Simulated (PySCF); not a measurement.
System: C5H13NOSi2 (SMILES C=N[SiH2][SiH2]C(C)(C)C=O).

```xyz
22

C     3.3965   -0.1180   -0.8147
N     2.6324   -1.0836   -0.6081
Si    1.6204   -1.5819    0.6818
Si   -0.5111   -1.3564   -0.1832
C    -1.1312    0.4938   -0.0545
C    -2.5337    0.6343   -0.6305
C    -1.0847    0.9221    1.4096
C    -0.1185    1.2035   -0.8542
O     0.9679    1.5607   -0.4589
H     3.6301    0.6587   -0.0860
H     3.8751   -0.0190   -1.7863
H     2.0081   -2.9881    0.8212
H     1.7798   -0.9437    2.0006
H    -1.5519   -2.0893    0.5565
H    -0.7119   -1.7335   -1.5899
H    -2.8728    1.6690   -0.5749
H    -3.2350    0.0192   -0.0714
H    -2.5632    0.3210   -1.6718
H    -0.0546    0.9669    1.7553
H    -1.6415    0.2321    2.0404
H    -1.5194    1.9156    1.5226
H    -0.3911    1.3362   -1.9215
```

Geometry: GFN2-xTB.

Level of theory: PBE0/pcSseg-1, SCF density, gas phase, non-relativistic in PySCF 2.14.0.

Q: What can the converged electron density and electron localisation function tell about the bonding?

A: C–Si (1.96 Å): the density is about 0.82 e/Å³ at the midpoint; the ELF peaks at about 0.95 between the atoms; a shared electron pair.
Si–Si (2.31 Å): the density is about 0.68 e/Å³ at the midpoint; the ELF peaks at about 1 between the atoms, as expected for a shared electron pair.

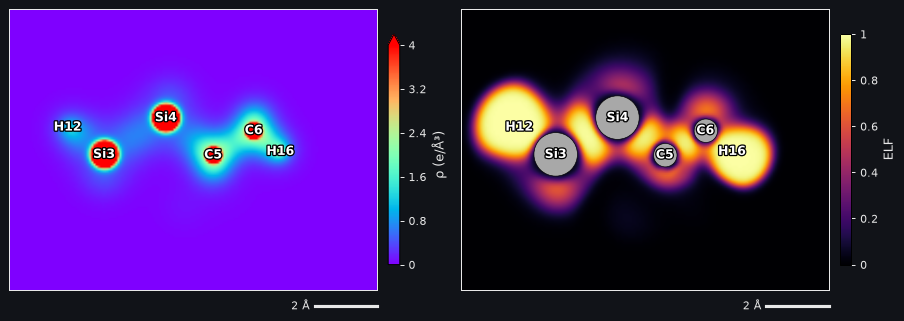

Computed electron density and electron localisation function on the plane of atoms Si3, Si4 and C5, in this order. Grey discs cover the atomic cores in the ELF map. 
